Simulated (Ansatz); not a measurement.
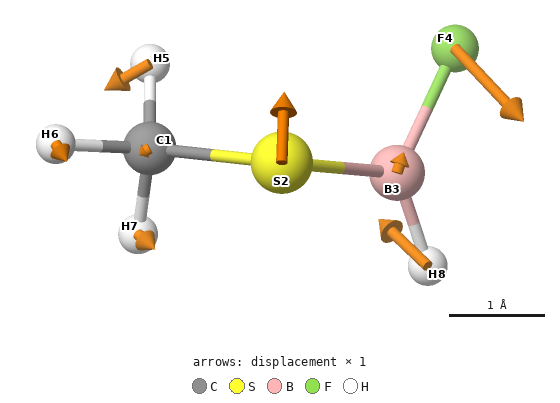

This is a relaxation of CH$_{4}$BFS. The starting structure is drawn; orange arrows show the displacements, at their true length. The two geometries are superimposed by the best rigid fit.

The picture is a ball-and-stick view, seen at a tilt.

The run prepares the start of a later molecular dynamics calculation, from a guessed geometry.

These are results of RKS B3LYP-D4/def2-SVP (Ansatz 0.2.0), not measurements. (no spin polarisation; force threshold 0.02 eV/Å; at most 40 steps)

### Atoms of which element are displaced furthest, and by how much?

Fluorine: up to 1.29 Å, against 0.90 Å for hydrogen.

### What happened in the run?

F4 moves most after the best rigid fit: 1.29 Å. By element the largest moves are F 1.29 Å, H 0.90 Å, S 0.83 Å, B 0.23 Å, C 0.14 Å. Near-neighbour distances that change, for instance: B3–F4 1.533 → 1.327 Å, S2–B3 1.882 → 1.794 Å, B3–H8 1.120 → 1.206 Å, C1–H6 1.180 → 1.098 Å. Among the angles between lasting bonds that change: C1–S2–B3 92.1° → 101.7°, H6–C1–H7 104.3° → 109.2°, S2–C1–H5 115.2° → 110.4°. Groups turn about S2–B3 by about 90°, C1–S2 by about 25°. The energy falls by 36.2 kcal/mol in 13 accepted moves (14 points after the start). Largest force component: 5.9 eV/Å at the start, 0.019 eV/Å at the end. The line search rejected the trial step at point 12 of the run.
